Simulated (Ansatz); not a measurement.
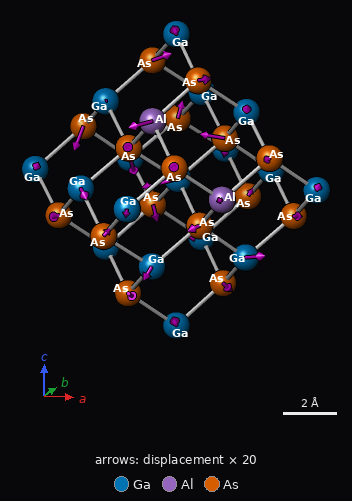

This is a relaxation of crystalline Ga26Al6As32 (a generated structure, set up in P1). The starting structure is drawn; purple arrows show the displacements, 20 times their true length.

The picture is a ball-and-stick view of the atoms within 5.8 Å of the atom that moves most (axes of the cell of the calculation), seen slightly off an axis.

Level of theory: DFT, PBEsol, PAW, plane waves (Ansatz 0.2.0). Set-up: plane-wave cutoff 420 eV; k-point mesh 1 × 1 × 1; mesh shifted by (0.25, 0.25, 0.25); no spin polarisation; cell relaxed at fixed shape; force threshold 0.03 eV/Å; at most 80 steps.

What did the optimiser do to the structure, and how much energy did it gain?

Answer. The atom that moves furthest is a Ga atom (0.073 Å roughly along [−3 −1 −1]). Largest moves by element: Ga 0.073 Å, Al 0.057 Å, As 0.057 Å. The cell stays as it was. Some distances before and after: Al–As 2.379 → 2.455 Å, As–Ga 2.390 → 2.450 Å, As–Ga 2.508 → 2.448 Å, As–Ga 2.414 → 2.449 Å. Among the angles between lasting bonds that change: Ga–As–Al 112.1° → 109.3°, As–Ga–As 107.1° → 109.5°. The space group stays P1 (No. 1). After 3 geometry steps the energy has fallen by 7.4 meV per atom. Largest force component: 0.7 eV/Å at the start, 0.012 eV/Å at the end. The pressure goes from 0.09 to −0.04 GPa.
